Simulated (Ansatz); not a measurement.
Consider BN in the zinc blende structure (space group F-43m, No. 216; a = 3.605 Å).

Perturbation: every N is replaced by Bi, then cell and atoms are relaxed.

The values are results of PBEsol in Ansatz (plane waves to 420 eV, PAW, no spin-orbit coupling), earlier PAW set, not measurements.

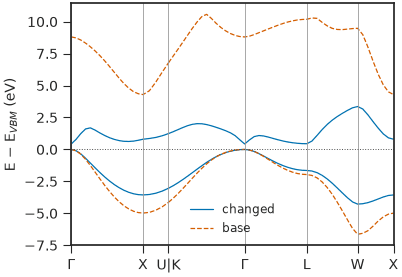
Fig. 1. Highest valence and lowest conduction band along the path, each from its own valence-band maximum

The gap is 0.43 eV, direct at Γ; the base has 4.29 eV.

Spin-orbit coupling, missing from the scalar runs, can matter with Bi. Stability against distortions was not tested. As relaxed here, BiB is a hypothetical phase, not in the database extracts checked.

Ansatz is a first-principles code.
